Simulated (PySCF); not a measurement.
C₂H₉AlOS, singlet at its PBE0/def2-SVP optimised geometry (Å):

```
14

Al    -0.1373     0.0072     0.0000
C     -0.9598     1.7880     0.0000
H     -1.0897     2.1471     1.0363
H     -1.9606     1.8033    -0.4641
H     -0.3338     2.5369    -0.5140
C     -1.0802    -1.5950     0.6391
H     -2.1222    -1.6242     0.2778
H     -1.1302    -1.6115     1.7423
H     -0.5979    -2.5369     0.3280
O      1.6084     0.0072     0.0000
H      2.1222    -0.6536     0.4677
S     -0.0691    -0.3739    -2.6446
H     -0.1457     0.9430    -2.9379
H      1.2517    -0.2994    -2.3482
```

Level of theory: PySCF with PBE0/def2-TZVP. Cells within 0.4 Å of a nucleus heavier than hydrogen are left out (blank, or x).

Map of the deformation density (molecule minus spherical neutral atoms) (e/bohr³) on the plane z = 0.0 Å:

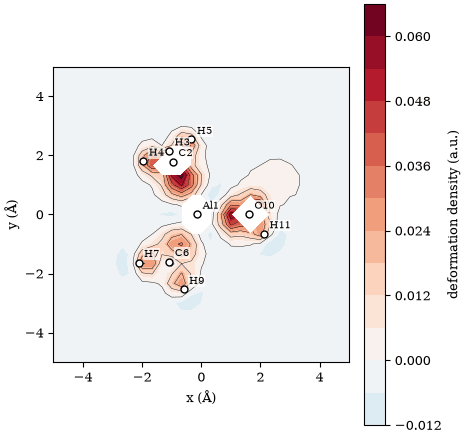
Figure: Deformation density (molecule minus spherical neutral atoms) (e/bohr³) on the plane z = 0.0 Å.
